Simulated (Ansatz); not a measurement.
Band structure of K (Im-3m, 1 atom in the cell).

```
K
1.0
   -2.75880     2.75880     2.75880
    2.75880    -2.75880     2.75880
    2.75880     2.75880    -2.75880
K
1
Direct
  0.00000   0.00000   0.00000
```

Level of theory: PBE (plane waves, PAW; Ansatz, a program for electronic structure).

Settings: basis.ecutwfc = 420 eV; kpoints.mp_grid.grid = 11 11 11; hamiltonian.xc = pbe; hamiltonian.pseudopotentials = {kind: paw} (the program's default PAW files); scf.occupations.method = gaussian; scf.occupations.width = 0.1 eV; kpoints.band_path.npoints = 8.

The starting cell comes from a database of computed structures (which also holds hypothetical and non-ambient phases and stackings), without a prior relaxation at this level. Its lattice was rescaled by a random factor within 2.5 % of one.

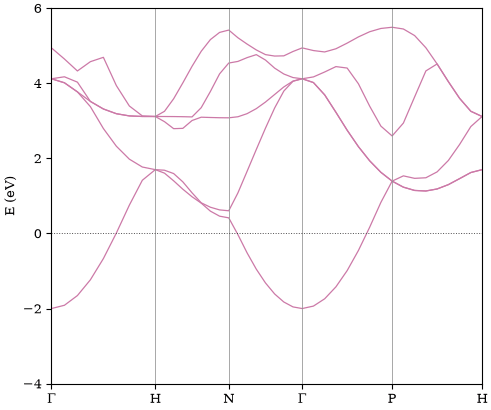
Bands along the path, energies from the Fermi level.

Levels in eV from the Fermi level, bands 1 to 8:
```
point       1       2       3       4      5     6     7     8
-----  ------  ------  ------  ------  -----  ----  ----  ----
Γ      -32.25  -15.70  -15.70  -15.70  -2.00  4.12  4.12  4.12
H      -32.24  -15.73  -15.73  -15.73   1.70  1.70  3.11  3.11
N      -32.24  -15.74  -15.72  -15.70   0.41  0.60  3.08  4.54
P      -32.24  -15.72  -15.72  -15.72   1.39  1.39  1.39  2.60
```

Bands cross the Fermi level along this path, so the cell is metallic at this level.

Keys are those of Ansatz 0.2.
